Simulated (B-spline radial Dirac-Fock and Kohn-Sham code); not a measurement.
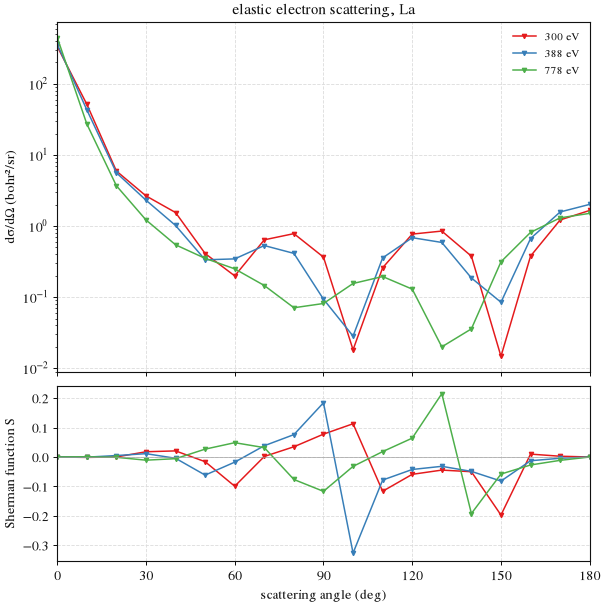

Fig. 1. Differential cross section for elastic electron scattering and the Sherman function against angle at 300 eV, 388 eV and 778 eV, computed at the marked angles. The figure is for neutral lanthanum. Method: Dirac partial waves in the static Dirac–Fock field with Furness–McCarthy exchange, no polarisation or absorption (computed with a B-spline radial code).

At 300 eV the cross section is 336 bohr²/sr at 0°, 0.37 at 90° and 1.7 at 180°, with minima near 60°, 100° and 150°; among the marked angles the Sherman function is largest in size at 150° (−0.20), though it can peak far more sharply between them at a deep minimum; the integral is 26.3 bohr². At 388 eV the cross section is 360 bohr²/sr at 0°, 0.094 at 90° and 2.0 at 180°, with minima near 50°, 100° and 150°; among the marked angles the Sherman function is largest in size at 100° (−0.33), though it can peak far more sharply between them at a deep minimum; the integral is 23.4 bohr². At 778 eV the cross section is 447 bohr²/sr at 0°, 0.081 at 90° and 1.5 at 180°, with minima near 80° and 130°; among the marked angles the Sherman function is largest in size at 130° (0.22), though it can peak far more sharply between them at a deep minimum; the integral is 16.8 bohr².
